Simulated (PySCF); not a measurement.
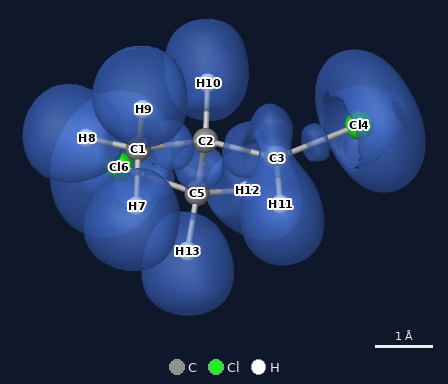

Figure. C4H7Cl2 (doublet). Isosurface of the ELF at 0.8 (blue), seen from one side. Only the valence region is drawn (cores and ρ < 0.01 e/Å³ removed).

Geometry: GFN2-xTB.

Method: PySCF 2.14.0, density-fitted response routines, UKS B3LYP, pcH-1 on C Cl H, non-relativistic, mean-field spin-orbit, GIAO.

```xyz
13

C     1.3383   -0.4403   -0.3108
C     0.1064    0.1653    0.3600
C    -0.1296    1.5402   -0.1373
Cl   -1.0508    2.6235    0.7813
C    -1.1411   -0.7001    0.0831
Cl   -0.9966   -2.3028    0.8493
H     1.2175   -0.4449   -1.3914
H     1.4812   -1.4619    0.0301
H     2.2235    0.1381   -0.0624
H     0.2531    0.1891    1.4455
H    -0.0061    1.7931   -1.1749
H    -2.0345   -0.2332    0.4965
H    -1.2656   -0.8656   -0.9868
```

Question: Where are the electrons localised?

Answer: At this value the surface marks out two regions between bonded C–C atoms (shared pairs), two regions between bonded C–Cl atoms (shared pairs), seven regions around hydrogen nuclei and two rings or bowls of non-bonding electrons around Cl. Along the contacts the grid gives the following. C–C (1.48 Å): the ELF peaks at about 0.95 between the atoms, as expected for a covalent bond. C–Cl (1.69 Å): the ELF peaks at about 0.90 between the atoms, as expected for a covalent bond.
